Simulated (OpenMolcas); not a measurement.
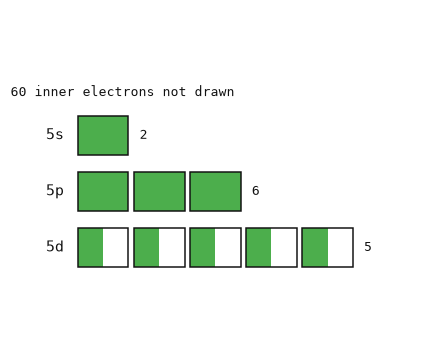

Figure 1. The outer shells of the leading configuration of the lowest level: a box for each of the 2l + 1 orbitals, shaded by the share of the shell that is filled, with the electron count at the right.

# Multiconfigurational calculation: Ir⁴⁺ complex (part 1 of 2)

System: Ir⁴⁺ with 6 ligands (H2O; octahedron, 1.99 Å), with no charges around it.
Method: state-averaged CASSCF, active space 5 electrons in the shell 5d, basis ANO-RCC-VTZP on the metal and ANO-RCC-VDZP on the ligands, DKH2 scalar Hamiltonian, spin-orbit coupling by RASSI with atomic mean-field integrals (OpenMolcas).

Input:
```
&GATEWAY
Coord
19

Ir 0.0 0.0 0.0
O 1.990000 0.000000 0.000000
H 2.566978 0.779741 0.000000
H 2.566978 -0.779741 0.000000
O 0.000000 1.990000 0.000000
H 0.000000 2.566978 0.779741
H 0.000000 2.566978 -0.779741
O -1.990000 0.000000 0.000000
H -2.566978 0.779741 0.000000
H -2.566978 -0.779741 0.000000
O 0.000000 -1.990000 0.000000
H 0.000000 -2.566978 0.779741
H 0.000000 -2.566978 -0.779741
O 0.000000 0.000000 1.990000
H 0.779741 0.000000 2.566978
H -0.779741 0.000000 2.566978
O 0.000000 0.000000 -1.990000
H 0.779741 0.000000 -2.566978
H -0.779741 0.000000 -2.566978
Basis=Ir.ANO-RCC-VTZP,H.ANO-RCC-VDZP,O.ANO-RCC-VDZP
Group=XYZ
NoMove
AngMom=0.0 0.0 0.0
AMFI
RICD
&SEWARD
&RASSCF
FileOrb=start.orb
Symmetry=1
Spin=6
nActEl=5 0 0
Inactive=30 34
Ras2=5 0
CIRoot=1 1 1
SDav=1
CIMx=300
Iter=150 100
PrWF=0.3
OrbListing=Nothing
MaxOrb=0
LevShft=1.0
>>> COPY $Project.JobIph JOB001
&RASSCF
FileOrb=start.orb
Symmetry=1
Spin=4
nActEl=5 0 0
Inactive=30 34
Ras2=5 0
CIRoot=24 24 1
SDav=24
CIMx=300
Iter=150 100
PrWF=0.3
OrbListing=Nothing
MaxOrb=0
LevShft=1.0
>>> COPY $Project.JobIph JOB002
&RASSCF
FileOrb=start.orb
Symmetry=1
Spin=2
nActEl=5 0 0
Inactive=30 34
Ras2=5 0
CIRoot=75 75 1
SDav=75
CIMx=300
Iter=150 100
PrWF=0.3
OrbListing=Nothing
MaxOrb=0
LevShft=1.0
>>> COPY $Project.JobIph JOB003
&RASSI
NrOfJobIphs=3 1 24 75
1
1 2 3 4 5 6 7 8 9 10 11 12 13 14 15 16 17 18 19 20 21 22 23 24
1 2 3 4 5 6 7 8 9 10 11 12 13 14 15 16 17 18 19 20 21 22 23 24 25 26 27
28 29 30 31 32 33 34 35 36 37 38 39 40 41 42 43 44 45 46 47 48 49 50 51
52 53 54 55 56 57 58 59 60 61 62 63 64 65 66 67 68 69 70 71 72 73 74 75
IphNames
JOB001
JOB002
JOB003
EJob
SpinOrbit
DIPRint=1.0
SOCoupling=1000.0
Subsets=2
Property=9
'ANGMOM' 1 'ANGMOM' 2 'ANGMOM' 3 'MLTPL  1' 1 'MLTPL  1' 2 'MLTPL  1' 3
'AMFI' 1 'AMFI' 2 'AMFI' 3
SOProperty=3
'ANGMOM' 1 'ANGMOM' 2 'ANGMOM' 3
```

The file start.orb holds starting orbitals from an earlier step. A driver script formed the levels outside the program, from RASSI's spin-orbit matrix and the active-space energies, averaged over the components of each term or state.

Run as:
```bash
OMP_NUM_THREADS=1 MOLCAS_MEM=3686 MOLCAS_PROJECT=a pymolcas a.inp > a.log  # once for each step of the input, in one work folder
```

Log (extracts):
```
--- SEWARD ---
Basis set label: IR.ANO-RCC...8S7P5D3F1G.

      Electronic valence basis set:
      ------------------
      Associated Effective Charge  77.000000 au
      Associated Actual Charge     77.000000 au
      Nuclear Model: Point charge

      Shell  nPrim  nBasis  Cartesian Spherical Contaminant
         s      24       8        X
         p      21       7        X
         d      15       5                 X
         f      11       3                 X
         g       4       1                 X
                  Relativistic Douglas-Kroll-Hess integrals:
                    - DKH order of Hamiltonian: 2
                    - DKH order of Properties : 0
                  Atomic mean-field integrals
--- RASSCF ---
Wave function specifications:
      -----------------------------

      Number of closed shell electrons         128
      Number of electrons in active shells       5
      Max number of holes in RAS1 space          0
      Max nr of electrons in RAS3 space          0
      Number of inactive orbitals               64
      Number of active orbitals                  5
      Number of secondary orbitals             159
      Spin quantum number                      2.5
      State symmetry                             1
Orbital specifications:
      -----------------------

      Symmetry species                           1   2
                                                ag  au
      Frozen orbitals                            0   0
      Inactive orbitals                         30  34
      Active orbitals                            5   0
      RAS1 orbitals                              0   0
      RAS2 orbitals                              5   0
      RAS3 orbitals                              0   0
      Secondary orbitals                        79  80
      Deleted orbitals                           0   0
      Number of basis functions                114 114
      Number of CSFs                             1
      Number of root(s) required                 1
      Iter CI   SX   CI       RASSCF       Energy    max ROT     max BLB   max BLB  Level Ln srch  Step   QN
          iter iter root      energy       change     param      element    value   shift minimum  type update
 Nr of preliminary CI iterations:   1
      Total energies have been shifted. Add               -18000.00 au
        1   1   12    1  -264.59088717    0.00E+00   1.29E-01*  33  48 1  2.97E-01*  1.15   0.00    SX    NO
        2   1   13    1  -265.13917837   -5.48E-01* -1.03E-01*  27  35 1 -1.47E-01*  0.92   0.00    SX    NO
        3   1   13    1  -265.27005469   -1.31E-01* -5.75E-02   26  33 1  7.95E-02*  0.82   0.00    SX    NO
        4   1   13    1  -265.29901523   -2.90E-02*  2.77E-02   26  33 1  3.79E-02*  0.77   0.00    SX    NO
        5   1   12    1  -265.30751874   -8.50E-03*  2.75E-02   26  33 1  2.22E-02*  0.76   2.13    LS   YES
        6   1   12    1  -265.31079800   -3.28E-03* -1.55E-02   15  50 2 -2.28E-02*  0.75   1.13    QN   YES
        7   1   12    1  -265.31220847   -1.41E-03* -4.80E-03   13  48 2  6.62E-03*  0.74   0.96    QN   YES
        8   1   11    1  -265.31253243   -3.24E-04* -3.00E-03   26  33 1 -2.57E-03*  0.74   1.63    LS   YES
        9   1   10    1  -265.31258995   -5.75E-05*  2.63E-03   28  32 1 -2.07E-03*  0.74   1.02    QN   YES
       10   1   10    1  -265.31264208   -5.21E-05*  2.26E-03   26  33 1 -1.33E-03*  0.74   1.87    LS   YES
       11   1   10    1  -265.31265631   -1.42E-05*  1.10E-03   18  53 2  1.36E-03*  0.74   1.00    QN   YES
       12   1    9    1  -265.31266841   -1.21E-05*  7.01E-04   27  35 1  5.33E-04*  0.74   1.64    LS   YES
       13   1    9    1  -265.31267058   -2.17E-06*  1.94E-04    7  55 2  5.49E-04*  0.74   1.00    QN   YES
       14   1    8    1  -265.31267154   -9.64E-07*  1.38E-04   26  54 1  1.19E-04*  0.74   1.38    QN   YES
       15   1    7    1  -265.31267172   -1.71E-07* -3.71E-05    7  55 2 -4.65E-05   0.74   1.11    QN   YES
       16   1    7    1  -265.31267173   -1.76E-08* -2.34E-05   22  51 1  1.58E-05   0.74   1.14    QN   YES
       17   1    5    1  -265.31267174   -3.97E-09  -3.41E-06   22  51 1  6.75E-06   0.74   1.06    QN   YES
      Convergence after 17 iterations
       18   1    5    1  -265.31267174   -1.41E-09  -3.41E-06   22  51 1  2.48E-06   0.74   1.06    QN   YES
      Natural orbitals and occupation numbers for root  1
      sym 1:   1.000000   1.000000   1.000000   1.000000   1.000000
::    RASSCF root number  1 Total energy: -18265.31267174
--- RASSCF ---
Wave function specifications:
      -----------------------------

      Number of closed shell electrons         128
      Number of electrons in active shells       5
      Max number of holes in RAS1 space          0
      Max nr of electrons in RAS3 space          0
      Number of inactive orbitals               64
      Number of active orbitals                  5
      Number of secondary orbitals             159
      Spin quantum number                      1.5
      State symmetry                             1
Orbital specifications:
      -----------------------

      Symmetry species                           1   2
                                                ag  au
      Frozen orbitals                            0   0
      Inactive orbitals                         30  34
      Active orbitals                            5   0
      RAS1 orbitals                              0   0
      RAS2 orbitals                              5   0
      RAS3 orbitals                              0   0
      Secondary orbitals                        79  80
      Deleted orbitals                           0   0
      Number of basis functions                114 114
      Number of CSFs                            24
      Number of root(s) required                24
      Iter CI   SX   CI       RASSCF       Energy    max ROT     max BLB   max BLB  Level Ln srch  Step   QN
          iter iter root      energy       change     param      element    value   shift minimum  type update
 Nr of preliminary CI iterations:   1
      Total energies have been shifted. Add               -18000.00 au
        1   1   11    0  -265.18523114    0.00E+00  -1.01E-02   34  49 1 -1.37E-02*  0.72   0.00    SX    NO
        2   1   12    0  -265.18709673   -1.87E-03* -7.07E-03   34  49 1 -7.47E-03*  0.71   0.00    SX    NO
        3   1   11    0  -265.18776634   -6.70E-04* -5.14E-03   28  32 1 -5.14E-03*  0.71   0.00    SX    NO
        4   1   10    0  -265.18803898   -2.73E-04* -3.79E-03   28  32 1 -3.78E-03*  0.71   0.00    SX    NO
        5   1   10    0  -265.18816003   -1.21E-04* -5.55E-03   28  32 1 -2.77E-03*  0.71   2.50    LS   YES
        6   1    9    0  -265.18825416   -9.41E-05* -2.48E-03   28  32 1 -1.29E-03*  0.70   1.45    LS   YES
        7   1    9    0  -265.18826422   -1.01E-05*  9.70E-04   22  35 1  1.22E-03*  0.70   1.01    QN   YES
        8   1    9    0  -265.18827374   -9.52E-06*  1.25E-03   23  33 1 -7.27E-04*  0.70   2.29    LS   YES
        9   1    9    0  -265.18827819   -4.45E-06*  8.93E-04   19  38 2  1.17E-03*  0.70   1.01    QN   YES
       10   1    9    0  -265.18828141   -3.22E-06*  1.02E-04   13  46 2  2.48E-04*  0.70   0.87    QN   YES
       11   1    8    0  -265.18828164   -2.27E-07*  3.14E-05   32  43 2 -6.26E-05   0.70   1.32    QN   YES
       12   1    7    0  -265.18828169   -5.09E-08*  1.70E-05   32  43 2 -2.22E-05   0.70   1.15    QN   YES
       13   1    6    0  -265.18828169   -6.06E-09   4.77E-06   13  46 2 -7.34E-06   0.70   1.17    QN   YES
      Convergence after 13 iterations
       14   1    6    0  -265.18828170   -2.01E-09   4.77E-06   24  51 1  4.64E-06   0.70   1.17    QN   YES
      Natural orbitals and occupation numbers for root  1
      sym 1:   0.997736   1.992749   1.000777   1.001505   0.007233
      Natural orbitals and occupation numbers for root  2
      sym 1:   1.993634   1.000730   0.999944   0.999338   0.006354
      Natural orbitals and occupation numbers for root  3
      sym 1:   0.998106   1.000608   0.007289   1.992693   1.001304
::    RASSCF root number  1 Total energy: -18265.36141413
::    RASSCF root number  2 Total energy: -18265.36141413
::    RASSCF root number  3 Total energy: -18265.36141413
::    RASSCF root number  4 Total energy: -18265.33532495
::    RASSCF root number  5 Total energy: -18265.33532495
::    RASSCF root number  6 Total energy: -18265.33532495
::    RASSCF root number  7 Total energy: -18265.21929092
::    RASSCF root number  8 Total energy: -18265.21492594
::    RASSCF root number  9 Total energy: -18265.21492594
::    RASSCF root number 10 Total energy: -18265.20155647
::    RASSCF root number 11 Total energy: -18265.20155647
::    RASSCF root number 12 Total energy: -18265.20155647
::    RASSCF root number 13 Total energy: -18265.19405554
::    RASSCF root number 14 Total energy: -18265.19405554
::    RASSCF root number 15 Total energy: -18265.15714220
::    RASSCF root number 16 Total energy: -18265.15714220
::    RASSCF root number 17 Total energy: -18265.15714220
::    RASSCF root number 18 Total energy: -18265.15193342
::    RASSCF root number 19 Total energy: -18265.04080744
::    RASSCF root number 20 Total energy: -18265.04080744
::    RASSCF root number 21 Total energy: -18265.04080744
::    RASSCF root number 22 Total energy: -18265.01361262
::    RASSCF root number 23 Total energy: -18265.01361262
::    RASSCF root number 24 Total energy: -18265.01361262
--- RASSCF ---
Wave function specifications:
      -----------------------------

      Number of closed shell electrons         128
      Number of electrons in active shells       5
      Max number of holes in RAS1 space          0
      Max nr of electrons in RAS3 space          0
      Number of inactive orbitals               64
      Number of active orbitals                  5
      Number of secondary orbitals             159
      Spin quantum number                      0.5
      State symmetry                             1
Orbital specifications:
      -----------------------

      Symmetry species                           1   2
                                                ag  au
      Frozen orbitals                            0   0
      Inactive orbitals                         30  34
      Active orbitals                            5   0
      RAS1 orbitals                              0   0
      RAS2 orbitals                              5   0
      RAS3 orbitals                              0   0
      Secondary orbitals                        79  80
      Deleted orbitals                           0   0
      Number of basis functions                114 114
      Number of CSFs                            75
      Number of root(s) required                75
      Iter CI   SX   CI       RASSCF       Energy    max ROT     max BLB   max BLB  Level Ln srch  Step   QN
          iter iter root      energy       change     param      element    value   shift minimum  type update
 Nr of preliminary CI iterations:   1
      Total energies have been shifted. Add               -18000.00 au
        1   1   11    0  -265.11548962    0.00E+00   6.13E-03   34  49 1 -7.80E-03*  0.69   0.00    SX    NO
        2   1   11    0  -265.11616449   -6.75E-04*  4.14E-03   34  49 1 -4.42E-03*  0.69   0.00    SX    NO
        3   1   11    0  -265.11640254   -2.38E-04*  3.05E-03   29  34 1  3.04E-03*  0.68   0.00    SX    NO
        4   1   10    0  -265.11649865   -9.61E-05*  2.23E-03   29  34 1  2.23E-03*  0.68   0.00    SX    NO
        5   1   10    0  -265.11654133   -4.27E-05*  3.30E-03   29  34 1  1.64E-03*  0.68   2.50    LS   YES
        6   1    9    0  -265.11657482   -3.35E-05*  1.46E-03   29  34 1  7.76E-04*  0.68   1.45    LS   YES
        7   1    9    0  -265.11657835   -3.52E-06* -5.82E-04   22  33 1 -6.87E-04*  0.68   1.00    QN   YES
        8   1    9    0  -265.11658185   -3.50E-06* -8.70E-04   22  33 1 -4.39E-04*  0.68   2.50    LS   YES
        9   1    9    0  -265.11658430   -2.46E-06* -3.05E-04   19  38 2  2.00E-04*  0.68   1.24    QN   YES
       10   1    8    0  -265.11658457   -2.64E-07* -3.85E-05   13  46 2  1.31E-04*  0.68   0.89    QN   YES
       11   1    7    0  -265.11658462   -5.62E-08*  1.71E-05   32  43 2 -2.71E-05   0.68   1.17    QN   YES
       12   1    6    0  -265.11658464   -1.50E-08*  8.91E-06   13  46 2 -1.12E-05   0.68   1.11    QN   YES
       13   1    5    0  -265.11658464   -1.91E-09  -2.42E-06   24  51 1  3.93E-06   0.68   1.10    QN   YES
      Convergence after 13 iterations
       14   1    5    0  -265.11658464   -1.07E-09  -2.42E-06   24  51 1  2.45E-06   0.68   1.10    QN   YES
      Natural orbitals and occupation numbers for root  1
      sym 1:   1.981822   1.982330   0.019092   1.011396   0.005361
      Natural orbitals and occupation numbers for root  2
      sym 1:   1.982525   1.982764   0.005438   1.010755   0.018519
      Natural orbitals and occupation numbers for root  3
      sym 1:   1.981724   1.981605   0.005309   1.011859   0.019504
::    RASSCF root number  1 Total energy: -18265.45658197
::    RASSCF root number  2 Total energy: -18265.45658197
::    RASSCF root number  3 Total energy: -18265.45658197
::    RASSCF root number  4 Total energy: -18265.31709464
::    RASSCF root number  5 Total energy: -18265.31709464
::    RASSCF root number  6 Total energy: -18265.31709464
::    RASSCF root number  7 Total energy: -18265.31284697
::    RASSCF root number  8 Total energy: -18265.30606751
::    RASSCF root number  9 Total energy: -18265.30606751
::    RASSCF root number 10 Total energy: -18265.30606751
::    RASSCF root number 11 Total energy: -18265.29552961
::    RASSCF root number 12 Total energy: -18265.29552961
::    RASSCF root number 13 Total energy: -18265.27471078
::    RASSCF root number 14 Total energy: -18265.27471078
::    RASSCF root number 15 Total energy: -18265.27471078
::    RASSCF root number 16 Total energy: -18265.26904855
::    RASSCF root number 17 Total energy: -18265.26904855
::    RASSCF root number 18 Total energy: -18265.26904855
::    RASSCF root number 19 Total energy: -18265.25058239
::    RASSCF root number 20 Total energy: -18265.22241919
::    RASSCF root number 21 Total energy: -18265.22241919
::    RASSCF root number 22 Total energy: -18265.17508099
::    RASSCF root number 23 Total energy: -18265.16320289
::    RASSCF root number 24 Total energy: -18265.16320289
::    RASSCF root number 25 Total energy: -18265.16320289
::    RASSCF root number 26 Total energy: -18265.15760708
::    RASSCF root number 27 Total energy: -18265.15760708
::    RASSCF root number 28 Total energy: -18265.14288260
::    RASSCF root number 29 Total energy: -18265.14288260
::    RASSCF root number 30 Total energy: -18265.14288260
```

(Continued in part 2.) Outcome of the run: converged.
